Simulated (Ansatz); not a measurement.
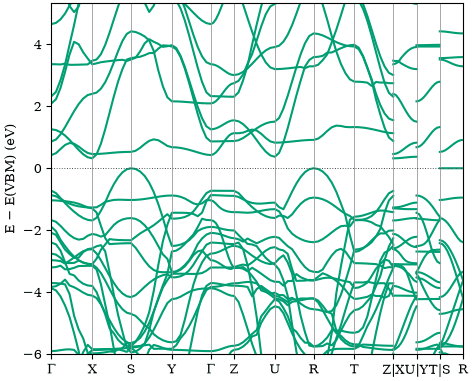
Fig. 1. Band structure from PBEsol in the plane-wave PAW code Ansatz

Q: Read off the gap and where the band edges lie.

A: About 0.3 eV (0.32 eV by a search for the band edges); maximum at R, minimum at X.

Q: Which compound is it?
A) Ta2O5, Pmmm (Pearson symbol oP7)
B) MnF2, Pbcn (Mn on 4c, F on 8d)
C) V2O5, Pmmn (V on 4e, O on 2a, O on 4e, O on 4e)

A: A, Ta2O5, Pmmm (Pearson symbol oP7)

The workflow started from a Materials Project entry (that database holds measured and hypothetical structures alike); the Crystallography Open Database copy checked does not list it. COD files the formula under space group No. 49. Its standing as an ambient phase is unchecked. The PBEsol relaxation kept the symmetry of its start. At this level the phase is dynamically unstable (imaginary phonons). No spin polarisation was allowed. Spin–orbit coupling is left out wherever it is not named.

Potentials: the earlier of the program's two PAW sets. The files were generated under PBE; for other functionals the program regenerates the frozen cores, and for LDA and PBEsol the local potential too.
